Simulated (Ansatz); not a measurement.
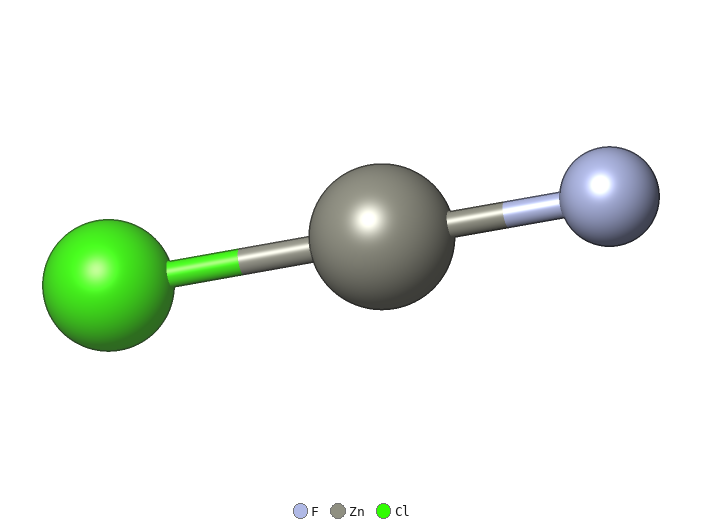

The species is neutral and a spin singlet. Computed geometry: PBE-D4/def2-SVP optimisation. No frequency run is at hand to confirm it as a minimum.

Question: What is the coordination number of the metal, and which atoms bind to it?

Answer: Zn binds 2 atoms: 1 F at 1.74 Å, 1 Cl at 2.10 Å. The arrangement is linear.

Question: What are the formal oxidation state of the metal and its number of d electrons?

Answer: Zn(II), d¹⁰, counting the ligands as closed-shell ions or neutral donors.
